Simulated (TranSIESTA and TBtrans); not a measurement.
Junction: Sn chain with one bond stretched by 2.0 Å. Leads: straight Sn chain, spacing 2.75 Å. Geometry: as built, not relaxed.

Method: TranSIESTA and TBtrans, PBE, DZP numerical orbitals (energy shift 0.15 eV), PseudoDojo norm-conserving scalar-relativistic potentials, mesh cutoff 200 Ry, 300 K, no spin polarisation, no spin-orbit coupling; self-consistent non-equilibrium Green functions.

Energies count from the leads' Fermi level. Transmissions are for one spin of a degenerate pair. The energy step is 0.01 eV; narrower resonances are cut or missed.

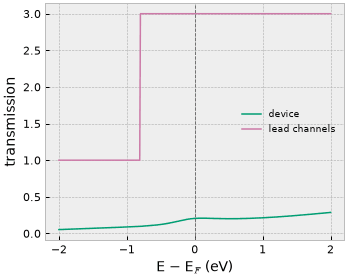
Fig. 1. Transmission against energy

| E (eV) | T | lead channels |
|---|---|---|
| -2.00 | 0.052 | 1 |
| -1.80 | 0.059 | 1 |
| -1.60 | 0.066 | 1 |
| -1.40 | 0.073 | 1 |
| -1.20 | 0.080 | 1 |
| -1.00 | 0.088 | 1 |
| -0.80 | 0.096 | band edge |
| -0.60 | 0.11 | 3 |
| -0.40 | 0.14 | 3 |
| -0.20 | 0.18 | 3 |
| 0.00 | 0.21 | 3 |
| 0.20 | 0.21 | 3 |
| 0.40 | 0.20 | 3 |
| 0.60 | 0.20 | 3 |
| 0.80 | 0.21 | 3 |
| 1.00 | 0.21 | 3 |
| 1.20 | 0.22 | 3 |
| 1.40 | 0.24 | 3 |
| 1.60 | 0.25 | 3 |
| 1.80 | 0.27 | 3 |
| 2.00 | 0.29 | 3 |

The straight chain is held at its spacing; free chains may zigzag or dimerise. No spin-polarised start was tried, so a magnetic state, if there is one, is missed.
